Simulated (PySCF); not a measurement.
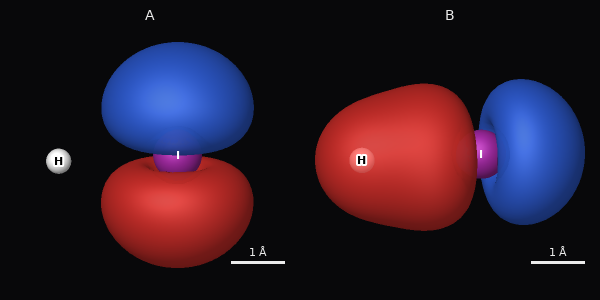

Figure. HI (charge −1, doublet). Two frontier β-spin orbitals, each drawn at the value that holds 80 % of its norm (blue and red are the two phases), in no order; of a degenerate pair one member is drawn.

Core potentials replace the inner electrons of I.

Computed with PBE0/aug-cc-pVDZ(-PP), non-relativistic Hamiltonian with scalar-relativistic core potentials where named, at a bond length of 2.336 Å (PySCF 2.14.0).

Question: Name the orbitals and rank them from lowest to highest energy.

Answer: Orbital B: σ, occupied in this spin, −2.32 eV; mainly on I (75 %).
Orbital A: π, occupied in this spin, −1.58 eV; almost wholly on I.
